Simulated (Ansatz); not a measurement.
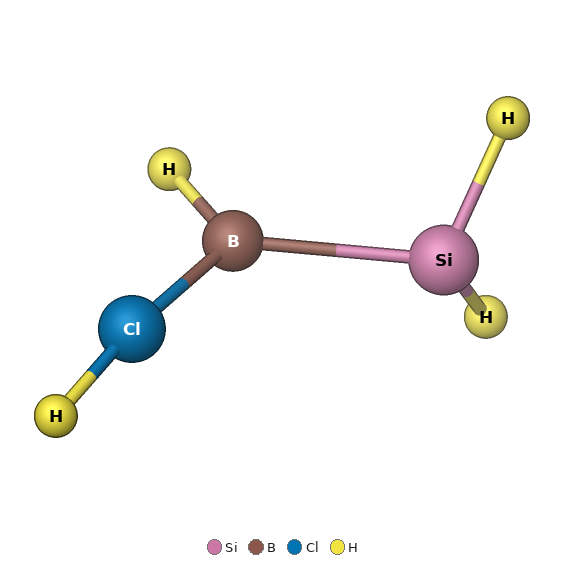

The picture shows the input geometry.

Input file:

```yaml
crystal:
  periodic: [false, false, false]
  atoms:
    - {symbol: Si, position_ang: [-0.641994, 0.491964, -0.311789]}
    - {symbol: B, position_ang: [0.799280, -0.642761, 0.525041]}
    - {symbol: Cl, position_ang: [2.119562, -1.275327, -0.413521]}
    - {symbol: H, position_ang: [-1.958548, -0.177251, -0.110703]}
    - {symbol: H, position_ang: [2.975039, -1.939399, -1.185575]}
    - {symbol: H, position_ang: [-0.692640, 1.805946, 0.389709]}
    - {symbol: H, position_ang: [0.804464, -0.925204, 1.685611]}
basis:
  gaussian: {orbitals: def2-SVP}
hamiltonian: {xc: pbe, dispersion: d4}
relax: {f_tol: 0.03, max_steps: 250}
```

It was started with:

```sh
ansatz run in.yaml --threads 2 --pin off --events-out ev --progress --plain --max-ram 4352MiB
```

Result (its end):

```
mean field -21121.22809404 eV, -776.1908159735 hartree, gradient 1.5e-5 eV, S^2 0.000000; 1 other end points of the search recorded, 0 dependent functions left out
the calculation of the forces begins
reference -21121.22812610 eV, -776.1908171515 hartree; 20, 20 occupied and 50, 50 virtual orbitals, 777 factors
Total energy: -21121.36919906 eV, -776.1960014873 hartree
Atom 0 at    -0.659024     0.291847     0.135119 Å, force    -0.001336    -0.008212    -0.001476 eV/Å
Atom 1 at     0.996257    -0.355976     0.670452 Å, force    -0.008298     0.006661    -0.003706 eV/Å
Atom 2 at     1.957046    -1.086417    -0.863006 Å, force    -0.006169     0.003411     0.000739 eV/Å
Atom 3 at    -1.154208     0.175476    -1.278684 Å, force     0.000136     0.002061    -0.001502 eV/Å
Atom 4 at     2.108652    -2.418751    -0.733092 Å, force     0.008069    -0.006468    -0.001711 eV/Å
Atom 5 at    -1.531865     1.160213     0.991517 Å, force     0.000403     0.006164     0.001233 eV/Å
Atom 6 at     1.688304    -0.428423     1.656467 Å, force     0.007195    -0.003617     0.006424 eV/Å
Dipole moment:     0.416846    -0.531518    -0.390587 e Å
```
